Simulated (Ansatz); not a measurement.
## SiO2 (rutile): scan of one atom of the cell

Relaxed SiO$_{2}$ (rutile):

```yaml
crystal:
  lattice:
    - [4.23588, 0.00000, 0.00000]
    - [0.00000, 4.23588, 0.00000]
    - [0.00000, 0.00000, 2.68991]
  atoms:
    - { symbol: Si, position: [0.50000, 0.50000, 0.50000] }
    - { symbol: Si, position: [0.00000, 0.00000, 0.00000] }
    - { symbol: O, position: [0.80699, 0.80699, 0.50000] }
    - { symbol: O, position: [0.30699, 0.69301, 0.00000] }
    - { symbol: O, position: [0.69301, 0.30699, 0.00000] }
    - { symbol: O, position: [0.19301, 0.19301, 0.50000] }
```

In this cell atom 5 (O, nearest neighbour Si at 1.774 Å; its periodic images, 2.7 Å or more away, move with it) is moved by s along Cartesian [110], unit vector (0.707, 0.707, 0.000); all other atoms and the cell stay fixed.

All values below come from PBE (plane waves to 420 eV, PAW, scalar-relativistic; Ansatz, a first-principles code). k mesh 6×6×10 (Γ-centred), Fermi-Dirac smearing 0.05 eV. The energy includes the smearing's −TS. SiO2 was relaxed with its symmetry unable to fall. The PAW data are Ansatz's earlier set. ΔE is measured from the undisplaced structure.

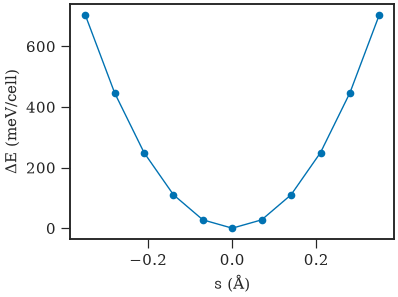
Fig. 1. ΔE (meV/cell) against s (Å); computed points joined by lines.

The energy at s = 0.350 Å is 704 meV/cell and the force constant k = d²E/ds² at s = 0 (finite differences) is 11.2 eV/Å². Symmetry of the curve: even: the same for both signs. Harmonic estimate at the end of the scan: ½ks² = 686 meV/cell against the computed 704 meV/cell, so the well is close to harmonic there. Shape of the curve: a single well with its minimum at or next to zero displacement.

With its periodic images moving along, the atom's site symmetry in this cell is mm2.

(A displaced cell: forces are minus the slopes of the energy, force constants its curvatures, and phonons follow from these.)
